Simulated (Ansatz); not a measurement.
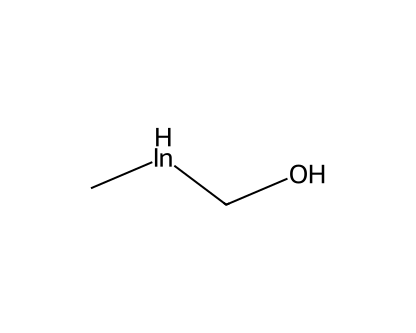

Structural formula above. The geometry was computed by an optimisation with PBE-D4/def2-SVP. No frequency run is at hand to confirm it as a minimum.

What does the molecule look like in three dimensions?

It has 11 atoms: 2 carbon, 7 hydrogen, 1 indium and 1 oxygen (C2H7InO). SMILES: `[CH3][InH][CH2]O`. Among its groups: alcohol. The point group is C1. Coordination: 2 C tetrahedral; 1 In trigonal planar; 1 O bent.

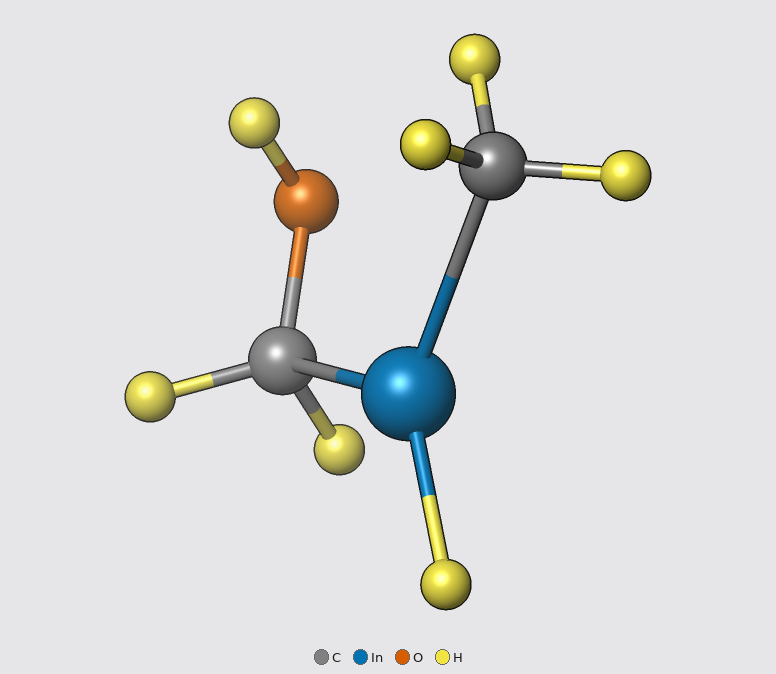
